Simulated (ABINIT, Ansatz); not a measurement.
# TaSi (Pm-3m): from the cell to the phonon bands, part 2 of 3

Aim: the phonon dispersion of TaSi (Pm-3m), checked by a second program.

ABINIT 10.8.3; DFT LDA, scalar-relativistic, plane waves, PseudoDojo norm-conserving pseudopotentials.

So far. Step 3 (Ground state): The cell stands at -0.34 GPa: the relaxation ran with a smoothed and higher cutoff, and the difference is a stress of the finite basis. Step 4 (Linear response at Γ): The acoustic modes at Γ come out as far as 3.5 cm⁻¹ from zero, where they should vanish, a small numerical error. The relaxed cell has a = 3.098 Å (conventional setting).

The structure was built from a prototype and need not be the compound's stable phase.

## Step 5: Linear response on the mesh

Linear response treats each wavevector of the 4×4×4 mesh in the unit cell; the first-order potentials are kept for the electron-phonon matrix elements.

dfpt_q.abi

```
ndtset 9

# wavevectors
qpt1 0.25 0.0 0.0
qpt2 0.5 0.0 0.0
qpt3 0.25 0.25 0.0
qpt4 0.5 0.25 0.0
qpt5 0.5 0.5 0.0
qpt6 0.25 0.25 0.25
qpt7 0.5 0.25 0.25
qpt8 0.5 0.5 0.25
qpt9 0.5 0.5 0.5

# displacements
getwfk_filepath "gso_WFK"
getwfq_filepath "gso_WFK"
kptopt 3
nqpt 1
rfphon 1
rfatpol 1 2
rfdir 1 1 1
tolvrs 1.0d-10
prtwf 0
prtpot 1

# basis, mesh and filling
ecut 25.0
ngkpt 8 8 8
nshiftk 1
shiftk 0.0 0.0 0.0
istwfk *1
occopt 7
tsmear 0.01
nband 15
nstep 100
diemac 1000000.0
prtebands 0
prtgsr 0
useylm 1

# cell and atoms
acell 5.854846286 5.854846286 5.854846286
rprim 
    1.0 0.0 0.0
    0.0 1.0 0.0
    0.0 0.0 1.0
ntypat 2
znucl 14 73
natom 2
typat 1 2
xred 
    0.0 0.0 0.0
    0.5 0.5 0.5
pp_dirpath "./pseudo"
pseudos "Si.upf, Ta.upf"
```

Started as:

```bash
> OMP_NUM_THREADS=1 mpirun -n 4 abinit dfpt_q.abi > dfpt_q.log
```

Numbers of over 12 decimals in the logs are rounded to 6 here.

dfpt_q.abo, the main output file:

```text
[banners, grids, parts of the stress and lines that vanish by symmetry left out]
- input  file    -> dfpt_q.abi
- output file    -> dfpt_q.abo
- root for input  files -> dfpt_qi
[...]
DATASET    1 : space group Pm -3 m (#221); Bravais cP (primitive cubic)
[...]
nfft =       27000          nkpt =         512
[...]
DATASET    2 : space group Pm -3 m (#221); Bravais cP (primitive cubic)
[...]
nfft =       27000          nkpt =         512
[...]
DATASET    3 : space group Pm -3 m (#221); Bravais cP (primitive cubic)
[...]
nfft =       27000          nkpt =         512
[...]
DATASET    4 : space group Pm -3 m (#221); Bravais cP (primitive cubic)
[...]
nfft =       27000          nkpt =         512
[...]
DATASET    8 : space group Pm -3 m (#221); Bravais cP (primitive cubic)
[...]
nfft =       27000          nkpt =         512
[...]
DATASET    9 : space group Pm -3 m (#221); Bravais cP (primitive cubic)
[...]
nfft =       27000          nkpt =         512
[...]
== DATASET  1 ==================================================================
[...]
cutoff_energies: {ecut:  25.0, pawecutdg:  -1.0, }
[...]
Perturbation : displacement of atom   1   along direction   1
[...]
-ETOT  1   65.782957941995     -2.463E+01 7.298E-01 1.336E+06
 ETOT  2   401.65441194835      3.359E+02 2.769E-01 8.879E+06
 ETOT  3   2.729588     -3.989E+02 1.994E-01 1.084E+04
 ETOT  4   2.247987     -4.816E-01 2.007E-02 3.052E+02
 ETOT  5   2.229139     -1.885E-02 2.355E-03 5.631E-01
[...]
At SCF step   12       vres2   =  1.55E-11 < tolvrs=  1.00E-10 =>converged.
[...]
Perturbation : displacement of atom   1   along direction   2
[...]
-ETOT  1   2.875095     -5.050E+01 1.223E+00 1.536E+03
[...]
At SCF step   12       vres2   =  9.11E-13 < tolvrs=  1.00E-10 =>converged.
[...]
Perturbation : displacement of atom   2   along direction   1
[...]
-ETOT  1   51.571409193508     -1.832E+03 4.450E+00 1.098E+06
[...]
At SCF step   12       vres2   =  1.89E-11 < tolvrs=  1.00E-10 =>converged.
[...]
Perturbation : displacement of atom   2   along direction   2
[...]
-ETOT  1   2.292871     -1.491E+03 4.757E+00 8.757E+02
[...]
At SCF step   12       vres2   =  4.31E-14 < tolvrs=  1.00E-10 =>converged.
[...]
Phonon wavevector (reduced coordinates) :  0.25000  0.00000  0.00000
 Phonon energies in Hartree :
[...]
Phonon frequencies in cm-1    :
-  3.647007E+01  3.647007E+01  9.006709E+01  2.510378E+02  2.510378E+02
-  2.570761E+02
[...]
== DATASET  2 ==================================================================
[...]
cutoff_energies: {ecut:  25.0, pawecutdg:  -1.0, }
[...]
Perturbation : displacement of atom   1   along direction   1
[...]
-ETOT  1   82.705938684816     -9.492E+00 7.377E-01 4.715E+05
[...]
Perturbation : displacement of atom   1   along direction   2
[...]
-ETOT  1   2.796271     -4.969E+01 7.794E-01 1.391E+03
[...]
Perturbation : displacement of atom   2   along direction   1
[...]
-ETOT  1   41.947953967916     -1.861E+03 4.436E+00 2.480E+05
[...]
Perturbation : displacement of atom   2   along direction   2
[...]
-ETOT  1   1.298958     -1.482E+03 4.763E+00 4.289E+02
[...]
Phonon wavevector (reduced coordinates) :  0.50000  0.00000  0.00000
 Phonon energies in Hartree :
[...]
Phonon frequencies in cm-1    :
-  5.808250E+01  5.808250E+01  1.171543E+02  2.297721E+02  2.328741E+02
-  2.328741E+02
[...]
== DATASET  3 ==================================================================
[...]
cutoff_energies: {ecut:  25.0, pawecutdg:  -1.0, }
[...]
Perturbation : displacement of atom   1   along direction   1
[...]
-ETOT  1   27.513619052433     -4.478E+01 9.165E-01 2.620E+05
[...]
Perturbation : displacement of atom   1   along direction   3
[...]
-ETOT  1   2.600062     -4.998E+01 6.126E-01 1.228E+03
[...]
Perturbation : displacement of atom   2   along direction   1
[...]
-ETOT  1   20.803071910338     -1.672E+03 4.312E+00 2.021E+05
[...]
Perturbation : displacement of atom   2   along direction   3
[...]
-ETOT  1   3.046255     -1.481E+03 4.397E+00 4.123E+02
[...]
Phonon wavevector (reduced coordinates) :  0.25000  0.25000  0.00000
 Phonon energies in Hartree :
[...]
Phonon frequencies in cm-1    :
- -6.390020E+01  6.933122E+01  8.803179E+01  2.326935E+02  2.428780E+02
-  2.626029E+02
[...]
== DATASET  4 ==================================================================
[...]
cutoff_energies: {ecut:  25.0, pawecutdg:  -1.0, }
[...]
Perturbation : displacement of atom   1   along direction   1
[...]
-ETOT  1   35.974761756092     -4.584E+01 1.017E+00 1.660E+05
[...]
Perturbation : displacement of atom   1   along direction   2
[...]
-ETOT  1   5.625097     -5.795E+01 6.116E-01 1.647E+04
[...]
Phonon wavevector (reduced coordinates) :  0.50000  0.25000  0.00000
 Phonon energies in Hartree :
[...]
Phonon frequencies in cm-1    :
- -6.307086E+01  8.358794E+01  8.871510E+01  2.254428E+02  2.345335E+02
-  2.448312E+02
[...]
== DATASET  5 ==================================================================
[...]
Phonon wavevector (reduced coordinates) :  0.50000  0.50000  0.00000
 Phonon energies in Hartree :
[...]
Phonon frequencies in cm-1    :
- -6.860650E+01 -6.860650E+01  1.221180E+02  2.075953E+02  2.459415E+02
-  2.459415E+02
[...]
== DATASET  6 ==================================================================
[...]
Phonon wavevector (reduced coordinates) :  0.25000  0.25000  0.25000
 Phonon energies in Hartree :
[...]
Phonon frequencies in cm-1    :
- -5.898602E+01 -5.898602E+01  5.201826E+01  2.400948E+02  2.594375E+02
-  2.594375E+02
[...]
== DATASET  7 ==================================================================
[...]
Perturbation : displacement of atom   2   along direction   1
[...]
-ETOT  1   15.132932952100     -1.708E+03 4.471E+00 5.463E+04
[...]
Perturbation : displacement of atom   2   along direction   2
[...]
-ETOT  1   6.191760     -1.567E+03 4.251E+00 1.577E+04
[...]
Phonon wavevector (reduced coordinates) :  0.50000  0.25000  0.25000
 Phonon energies in Hartree :
[...]
Phonon frequencies in cm-1    :
- -4.971058E+01  4.465891E+01  5.319339E+01  2.397929E+02  2.492507E+02
-  2.673020E+02
[...]
== DATASET  8 ==================================================================
[...]
cutoff_energies: {ecut:  25.0, pawecutdg:  -1.0, }
[...]
Perturbation : displacement of atom   1   along direction   1
[...]
-ETOT  1   5.791211     -6.351E+01 9.271E-01 1.149E+04
[...]
Perturbation : displacement of atom   1   along direction   3
[...]
-ETOT  1   3.360521     -5.522E+01 1.002E+00 2.996E+03
[...]
Perturbation : displacement of atom   2   along direction   1
[...]
-ETOT  1   7.790905     -1.653E+03 4.487E+00 1.783E+04
[...]
Perturbation : displacement of atom   2   along direction   3
[...]
-ETOT  1   4.782367     -1.543E+03 4.412E+00 1.050E+04
[...]
Phonon wavevector (reduced coordinates) :  0.50000  0.50000  0.25000
 Phonon energies in Hartree :
[...]
Phonon frequencies in cm-1    :
-  3.277334E+01  3.277334E+01  6.592471E+01  2.416662E+02  2.552783E+02
-  2.552783E+02
[...]
== DATASET  9 ==================================================================
[...]
cutoff_energies: {ecut:  25.0, pawecutdg:  -1.0, }
[...]
Perturbation : displacement of atom   1   along direction   1
[...]
-ETOT  1   4.719026     -6.101E+01 7.682E-01 4.768E+03
[...]
At SCF step   10       vres2   =  1.08E-12 < tolvrs=  1.00E-10 =>converged.
[...]
Perturbation : displacement of atom   2   along direction   1
[...]
-ETOT  1   4.711442     -1.619E+03 4.502E+00 8.137E+03
[...]
ETOT  9   1.431873      5.457E-12 6.693E-11 7.227E-10
 ETOT 10   1.431873      4.775E-12 2.153E-11 8.481E-11
 At SCF step   10       vres2   =  8.48E-11 < tolvrs=  1.00E-10 =>converged.
[...]
Phonon wavevector (reduced coordinates) :  0.50000  0.50000  0.50000
 Phonon energies in Hartree :
[...]
Phonon frequencies in cm-1    :
-  7.810237E+01  7.810237E+01  7.810237E+01  2.753928E+02  2.753928E+02
-  2.753928E+02
[...]
fcart6     0.0000000000E+00  0.0000000000E+00  0.0000000000E+00
   
================================================================================
```

Elapsed: 53 min, on 4 MPI ranks of Arm Neoverse N1, shared host.

This step gave:

```yaml
lowest_mode_on_the_q_mesh_acoustic_ones_at_the_zone_centre_apart: -68.61 cm⁻¹
```

Frequencies (cm⁻¹) before the sum rule at the irreducible wavevectors but Γ, which is solved apart; negative means imaginary. Frequencies by wavevector:

| q (fractions) | star | mode 1 | mode 2 | mode 3 | mode 4 | mode 5 | mode 6 |
| --- | --- | --- | --- | --- | --- | --- | --- |
| 0.25 0 0 | 6 | 36.47 | 36.47 | 90.07 | 251 | 251 | 257.1 |
| 0.5 0 0 | 3 | 58.08 | 58.08 | 117.2 | 229.8 | 232.9 | 232.9 |
| 0.25 0.25 0 | 12 | -63.9 | 69.33 | 88.03 | 232.7 | 242.9 | 262.6 |
| 0.5 0.25 0 | 12 | -63.07 | 83.59 | 88.72 | 225.4 | 234.5 | 244.8 |
| 0.5 0.5 0 | 3 | -68.61 | -68.61 | 122.1 | 207.6 | 245.9 | 245.9 |
| 0.25 0.25 0.25 | 8 | -58.99 | -58.99 | 52.02 | 240.1 | 259.4 | 259.4 |
| 0.5 0.25 0.25 | 12 | -49.71 | 44.66 | 53.19 | 239.8 | 249.2 | 267.3 |
| 0.5 0.5 0.25 | 6 | 32.77 | 32.77 | 65.92 | 241.7 | 255.3 | 255.3 |
| 0.5 0.5 0.5 | 1 | 78.1 | 78.1 | 78.1 | 275.4 | 275.4 | 275.4 |

## Step 6: Dispersion

anaddb transforms the dynamical matrices to force constants and back along the path; points of the mesh come back as solved, but for the sum rule and, in polar crystals, the LO-TO term at Γ; the rest is interpolation.

anaddb.abi

```
ddb_filepath "all_DDB"
output_file "anaddb.abo"
outdata_prefix "anaddb"
ifcflag 1
ngqpt 4 4 4
nqshft 1
q1shft 0.0 0.0 0.0
asr 1
chneut 0
dipdip 0
dipquad 0
quadquad 0
enunit 0
eivec 0
nph1l 62
qph1l 
    0.0 0.0 0.0 1.0
    0.0 0.05 0.0 1.0
    0.0 0.1 0.0 1.0
    0.0 0.15 0.0 1.0
    0.0 0.2 0.0 1.0
    0.0 0.25 0.0 1.0
    0.0 0.3 0.0 1.0
    0.0 0.35 0.0 1.0
    0.0 0.4 0.0 1.0
    0.0 0.45 0.0 1.0
    0.0 0.5 0.0 1.0
    0.05 0.5 0.0 1.0
    0.1 0.5 0.0 1.0
    0.15 0.5 0.0 1.0
    0.2 0.5 0.0 1.0
    0.25 0.5 0.0 1.0
    0.3 0.5 0.0 1.0
    0.35 0.5 0.0 1.0
    0.4 0.5 0.0 1.0
    0.45 0.5 0.0 1.0
    0.5 0.5 0.0 1.0
    0.45 0.45 0.0 1.0
    0.4 0.4 0.0 1.0
    0.35 0.35 0.0 1.0
    0.3 0.3 0.0 1.0
    0.25 0.25 0.0 1.0
    0.2 0.2 0.0 1.0
    0.15 0.15 0.0 1.0
    0.1 0.1 0.0 1.0
    0.05 0.05 0.0 1.0
    0.0 0.0 0.0 1.0
    0.05 0.05 0.05 1.0
    0.1 0.1 0.1 1.0
    0.15 0.15 0.15 1.0
    0.2 0.2 0.2 1.0
    0.25 0.25 0.25 1.0
    0.3 0.3 0.3 1.0
    0.35 0.35 0.35 1.0
    0.4 0.4 0.4 1.0
    0.45 0.45 0.45 1.0
    0.5 0.5 0.5 1.0
    0.45 0.5 0.45 1.0
    0.4 0.5 0.4 1.0
    0.35 0.5 0.35 1.0
    0.3 0.5 0.3 1.0
    0.25 0.5 0.25 1.0
    0.2 0.5 0.2 1.0
    0.15 0.5 0.15 1.0
    0.1 0.5 0.1 1.0
    0.05 0.5 0.05 1.0
    0.0 0.5 0.0 1.0
    0.5 0.5 0.5 1.0
    0.5 0.5 0.45 1.0
    0.5 0.5 0.4 1.0
    0.5 0.5 0.35 1.0
    0.5 0.5 0.3 1.0
    0.5 0.5 0.25 1.0
    0.5 0.5 0.2 1.0
    0.5 0.5 0.15 1.0
    0.5 0.5 0.1 1.0
    0.5 0.5 0.05 1.0
    0.5 0.5 0.0 1.0
```

mrgddb.in

```
all_DDB
merged
10
dfpt_gammao_DDB
dfpt_qo_DS1_DDB
dfpt_qo_DS2_DDB
dfpt_qo_DS3_DDB
dfpt_qo_DS4_DDB
dfpt_qo_DS5_DDB
dfpt_qo_DS6_DDB
dfpt_qo_DS7_DDB
dfpt_qo_DS8_DDB
dfpt_qo_DS9_DDB
```

Started as:

```bash
> mrgddb < mrgddb.in > mrgddb.log
> OMP_NUM_THREADS=1 anaddb anaddb.abi > anaddb.log
```

anaddb.abo, the main output file:

```text
[banners, grids, parts of the stress and lines that vanish by symmetry left out]
-outvars_anaddb: echo values of input variables ----------------------

 Flags :
[...]
Phonon wavevector (reduced coordinates) :  0.00000  0.00000  0.00000
 Phonon energies in Hartree :
[...]
Phonon frequencies in cm-1    :
-  0.000000E+00  0.000000E+00  0.000000E+00  2.668941E+02  2.668941E+02
-  2.668941E+02
[...]
Phonon wavevector (reduced coordinates) :  0.00000  0.05000  0.00000
 Phonon energies in Hartree :
[...]
Phonon frequencies in cm-1    :
-  7.338477E+00  7.338477E+00  2.180527E+01  2.661542E+02  2.661542E+02
-  2.667387E+02
[...]
Phonon wavevector (reduced coordinates) :  0.00000  0.10000  0.00000
 Phonon energies in Hartree :
[...]
Phonon frequencies in cm-1    :
-  1.470746E+01  1.470746E+01  4.250844E+01  2.639872E+02  2.639872E+02
-  2.661069E+02
[...]
Phonon wavevector (reduced coordinates) :  0.00000  0.15000  0.00000
 Phonon energies in Hartree :
[...]
Phonon frequencies in cm-1    :
-  2.210722E+01  2.210722E+01  6.117064E+01  2.605500E+02  2.605500E+02
-  2.645752E+02
[...]
Phonon wavevector (reduced coordinates) :  0.00000  0.20000  0.00000
 Phonon energies in Hartree :
[...]
Phonon frequencies in cm-1    :
-  2.947718E+01  2.947718E+01  7.714556E+01  2.561008E+02  2.561008E+02
-  2.616538E+02
[...]
Phonon wavevector (reduced coordinates) :  0.00000  0.25000  0.00000
 Phonon energies in Hartree :
[...]
Phonon frequencies in cm-1    :
-  3.666808E+01  3.666808E+01  9.014807E+01  2.509946E+02  2.509946E+02
-  2.570337E+02
  Phonon wavevector (reduced coordinates) :  0.00000  0.30000  0.00000
 Phonon energies in Hartree :
[...]
Phonon frequencies in cm-1    :
-  4.342400E+01  4.342400E+01  1.002422E+02  2.456770E+02  2.456770E+02
-  2.508133E+02
  Phonon wavevector (reduced coordinates) :  0.00000  0.35000  0.00000
 Phonon energies in Hartree :
[...]
Phonon frequencies in cm-1    :
-  4.938395E+01  4.938395E+01  1.077342E+02  2.406687E+02  2.406687E+02
-  2.436417E+02
  Phonon wavevector (reduced coordinates) :  0.00000  0.40000  0.00000
 Phonon energies in Hartree :
[...]
Phonon frequencies in cm-1    :
-  5.411371E+01  5.411371E+01  1.129759E+02  2.365285E+02  2.365285E+02
-  2.367242E+02
  Phonon wavevector (reduced coordinates) :  0.00000  0.45000  0.00000
 Phonon energies in Hartree :
[...]
Phonon frequencies in cm-1    :
-  5.717680E+01  5.717680E+01  1.161529E+02  2.316143E+02  2.337828E+02
-  2.337828E+02
  Phonon wavevector (reduced coordinates) :  0.00000  0.50000  0.00000
 Phonon energies in Hartree :
[...]
Phonon frequencies in cm-1    :
-  5.823987E+01  5.823987E+01  1.172324E+02  2.297166E+02  2.328193E+02
-  2.328193E+02
  Phonon wavevector (reduced coordinates) :  0.05000  0.50000  0.00000
 Phonon energies in Hartree :
[...]
Phonon frequencies in cm-1    :
-  5.277786E+01  5.960473E+01  1.165937E+02  2.310100E+02  2.325256E+02
-  2.326774E+02
  Phonon wavevector (reduced coordinates) :  0.10000  0.50000  0.00000
 Phonon energies in Hartree :
[...]
Phonon frequencies in cm-1    :
-  3.473130E+01  6.367128E+01  1.141884E+02  2.319264E+02  2.321386E+02
-  2.343389E+02
  Phonon wavevector (reduced coordinates) :  0.15000  0.50000  0.00000
 Phonon energies in Hartree :
[...]
Phonon frequencies in cm-1    :
- -2.811512E+01  7.026472E+01  1.087903E+02  2.309211E+02  2.317010E+02
-  2.384645E+02
[...]
Phonon wavevector (reduced coordinates) :  0.40000  0.50000  0.40000
 Phonon energies in Hartree :
[...]
Phonon frequencies in cm-1    :
-  6.127390E+01  6.660839E+01  6.703614E+01  2.645584E+02  2.666408E+02
-  2.685600E+02
  Phonon wavevector (reduced coordinates) :  0.35000  0.50000  0.35000
 Phonon energies in Hartree :
[...]
Phonon frequencies in cm-1    :
-  4.856966E+01  4.945007E+01  5.076943E+01  2.550501E+02  2.601091E+02
-  2.664857E+02
  Phonon wavevector (reduced coordinates) :  0.30000  0.50000  0.30000
 Phonon energies in Hartree :
[...]
Phonon frequencies in cm-1    :
- -1.544198E+01  3.637386E+01  4.703955E+01  2.464299E+02  2.545814E+02
-  2.674156E+02
  Phonon wavevector (reduced coordinates) :  0.25000  0.50000  0.25000
 Phonon energies in Hartree :
[...]
Phonon frequencies in cm-1    :
- -4.962459E+01  4.478750E+01  5.336517E+01  2.397397E+02  2.492132E+02
-  2.672726E+02
  Phonon wavevector (reduced coordinates) :  0.20000  0.50000  0.20000
 Phonon energies in Hartree :
[...]
Phonon frequencies in cm-1    :
- -5.890350E+01  5.993808E+01  6.974745E+01  2.350045E+02  2.431236E+02
-  2.621960E+02
  Phonon wavevector (reduced coordinates) :  0.15000  0.50000  0.15000
 Phonon energies in Hartree :
[...]
Phonon frequencies in cm-1    :
- -5.125892E+01  6.246267E+01  9.352489E+01  2.323119E+02  2.371517E+02
-  2.521150E+02
[...]
Phonon wavevector (reduced coordinates) :  0.50000  0.50000  0.05000
 Phonon energies in Hartree :
[...]
Phonon frequencies in cm-1    :
- -6.657299E+01 -6.657299E+01  1.188578E+02  2.092124E+02  2.461608E+02
-  2.461608E+02
  Phonon wavevector (reduced coordinates) :  0.50000  0.50000  0.00000
 Phonon energies in Hartree :
[...]
Phonon frequencies in cm-1    :
- -6.854820E+01 -6.854820E+01  1.221929E+02  2.075338E+02  2.459106E+02
-  2.459106E+02
-
```

It took 0.59 s on 1 thread.

Numbers from this step:

- lowest frequency on the path: -69.97 cm⁻¹

Anaddb. The phonon branches at the labelled points (cm⁻¹):

| point | branch 1 | branch 2 | branch 3 | branch 4 | branch 5 | branch 6 |
| --- | --- | --- | --- | --- | --- | --- |
| Γ | 0 | 0 | 0 | 267 | 267 | 267 |
| X | 58 | 58 | 117 | 230 | 233 | 233 |
| M | -68 | -68 | 122 | 208 | 246 | 246 |
| Γ | 0 | 0 | 0 | 267 | 267 | 267 |
| R | 78 | 78 | 78 | 275 | 275 | 275 |
| X | 58 | 58 | 117 | 230 | 233 | 233 |
| jump to R | 78 | 78 | 78 | 275 | 275 | 275 |
| M | -68 | -68 | 122 | 208 | 246 | 246 |

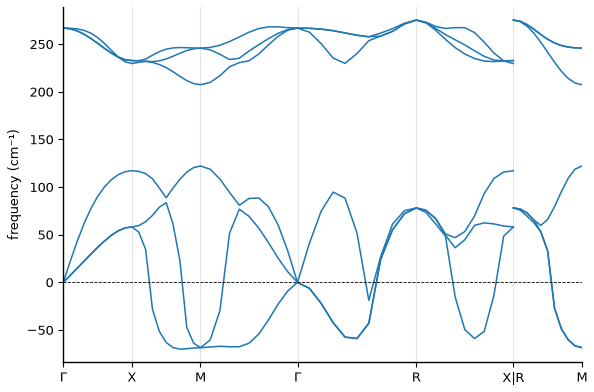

Phonon branches along the path.

The path dips to 70i cm⁻¹.

[end of part 2 of 3]

[Host names and launcher messages were left out of these logs when they were recorded.]

[Logs are printed without paths, hosts, clocks, repeated set-up lines and the standing remarks that a program may print on its own settings, such as how far it seeks lower states.]

[Hosts, paths, dates, database ids (printed as entryN), source tags and the programs' standing remarks are cut or masked in the printed files.]
